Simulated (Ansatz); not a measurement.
**AlHF (SMILES [F][AlH]) at USVWN5/STO-3G**

What is the energy change on altering one bond length of AlHF at USVWN5/STO-3G? 

Program for the calculation: Ansatz 0.2.0.

60 further runs of the same task are left out: 60 set aside as unsound or not needed.

**1. The molecule**

AlHF has 3 atoms, charge 0, and is taken as a doublet. As SMILES, `[F][AlH]`. The coordinates come from a PBE0-D4/def2-TZVP relaxation.

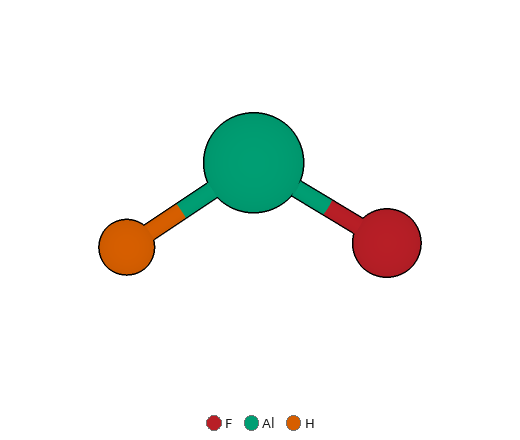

Viewed from a chosen angle; fluorine red, aluminium teal, hydrogen orange.

**2. The energy at USVWN5/STO-3G**

Contents of input.yaml:

```yaml
crystal:
  periodic: [false, false, false]
  atoms:
    - {symbol: F, position_ang: [0.907100, 0.893200, 0.585600]}
    - {symbol: Al, position_ang: [-0.432500, 0.318000, -0.199500]}
    - {symbol: H, position_ang: [-0.485400, -1.276100, -0.399300]}
basis:
  gaussian:
    orbitals: STO-3G
magnetization:
  spin_polarized: true
  initial_magnetization: 1
hamiltonian:
  xc: {name: SVWN5}
accuracy: high
```

On the command line:

```
$ ansatz run input.yaml --threads 1 --pin off --max-ram 2610MiB --events-out events.jsonl --progress --plain --runs-dir runs
```

The program printed:

```text
Warning: RAYON_NUM_THREADS=1 ignored (pool sized by the plan → 1); use --threads N
Functional definition: SVWN5
  name "SVWN5"
  exchange = slater_x
  correlation = vwn5_c
245 factors; integrals over basis functions are off by at most 3.6e-8 eV
mean field evaluation 1: about -9160.2979 eV, gradient 1.4e1 eV
mean field evaluation 2: about -9137.8103 eV, gradient 7.0e1 eV
mean field evaluation 4: about -9161.9550 eV, gradient 2.6e0 eV
mean field evaluation 8: about -9161.9815 eV, gradient 3.4e-2 eV
mean field evaluation 16: about -9161.9815 eV, gradient 6.5e-8 eV
mean field -9161.98152497 eV, -336.6966108286 hartree, gradient 6.8e-8 eV, S^2 0.751396; 0 other end points of the search recorded, 0 dependent functions left out
reference -9161.98152637 eV, -336.6966108800 hartree; 12, 11 occupied and 3, 4 virtual orbitals, 245 factors
Total energy: -9161.98152637 eV, -336.6966108800 hartree
```

Run time: 0.4 s. Hardware: 1 thread of AMD EPYC 9R14 (Zen 4), shared host.

**3. The distorted shape, same level**

Contents of job.yaml:

```yaml
crystal:
  periodic: [false, false, false]
  atoms:
    - {symbol: F, position_ang: [1.242012, 1.037005, 0.781882]}
    - {symbol: Al, position_ang: [-0.432500, 0.318000, -0.199500]}
    - {symbol: H, position_ang: [-0.485400, -1.276100, -0.399300]}
basis:
  gaussian: {orbitals: STO-3G}
magnetization: {spin_polarized: true, initial_magnetization: 1}
hamiltonian: {xc: {name: SVWN5}}
accuracy: high
```

On the command line:

```
$ ansatz run job.yaml --threads 1 --pin off --max-ram 2610MiB --events-out events.jsonl --progress --plain --runs-dir runs
```

The program printed:

```text
Warning: RAYON_NUM_THREADS=1 ignored (pool sized by the plan → 1); use --threads N
[... 4 set-up lines as earlier in the session ...]
242 factors; integrals over basis functions are off by at most 3.6e-8 eV
mean field evaluation 1: about -9156.7941 eV, gradient 1.8e1 eV
mean field evaluation 2: about -8994.8970 eV, gradient 1.3e2 eV
mean field evaluation 4: about -9159.6999 eV, gradient 8.8e0 eV
mean field evaluation 8: about -9160.2647 eV, gradient 1.6e-1 eV
mean field evaluation 16: about -9160.2651 eV, gradient 5.7e-6 eV
mean field evaluation 32: about -9158.2832 eV, gradient 5.3e0 eV
mean field -9160.26508314 eV, -336.6335327549 hartree, gradient 5.0e-9 eV, S^2 0.751958; 4 other end points of the search recorded, 0 dependent functions left out
reference -9160.26508454 eV, -336.6335328062 hartree; 12, 11 occupied and 3, 4 virtual orbitals, 242 factors
Total energy: -9160.26508454 eV, -336.6335328062 hartree
```

It took 0.68 s on 1 thread of AMD EPYC 9R14 (Zen 4), shared host.

**4. Outcome**

Level: USVWN5/STO-3G.

| quantity | value |
| --- | --- |
| first shape: total energy | -336.69661 Eh |
| first shape: ⟨S²⟩ | 0.751 |
| distorted shape: total energy | -336.63353 Eh |
| distorted shape: ⟨S²⟩ | 0.752 |
| energy change with the F1–Al2 bond stretched from 1.656 to 2.070 Å | 1.716 eV |

**Reading.** With the F1–Al2 bond stretched from 1.656 to 2.070 Å the energy rises by 1.72 eV (40 kcal/mol). The first shape isn't relaxed at this level, so the change isn't measured from a minimum. The minimal basis adds a large error of its own.
